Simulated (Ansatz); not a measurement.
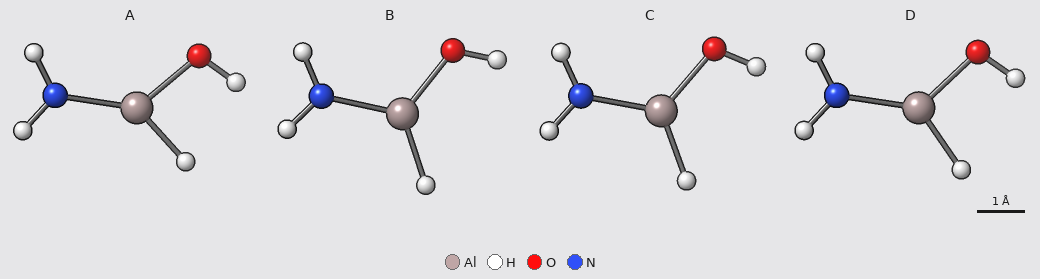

4 geometries from one relaxation of AlNH4O, in shuffled order. The picture is a ball-and-stick view, seen at a tilt.

The run prepares an end point of a later path (reaction) calculation, from a guessed geometry.

These are results of RKS PBE/6-31G* in Ansatz, not measurements. Set-up: no spin polarisation; force threshold 0.03 eV/Å; at most 50 steps.

Put them in the order of the run, from the start to the converged end.

A, D, C, B. They are steps 0, 1, 3, 7, at +15.2 kcal/mol, +6.67 kcal/mol, +0.83 kcal/mol relative to the last. The energy falls by 15.2 kcal/mol in 7 geometry steps. Largest force component: 1.4 eV/Å at the start, 0.02 eV/Å at the end. An H atom moves most after the best rigid fit: 0.66 Å. Largest moves by element: H 0.66 Å, O 0.18 Å, Al 0.17 Å, N 0.14 Å. Some distances before and after: Al–H 1.550 → 1.599 Å, Al–O 1.743 → 1.731 Å, Al–N 1.777 → 1.784 Å. Among the angles between lasting bonds that change: H–Al–O 87.2° → 123.0°, H–Al–N 140.8° → 120.3°, O–Al–N 131.9° → 116.7°. The run took 15 s on 1 thread of Arm Neoverse V1 (shared host), peak memory 0.12 GiB.
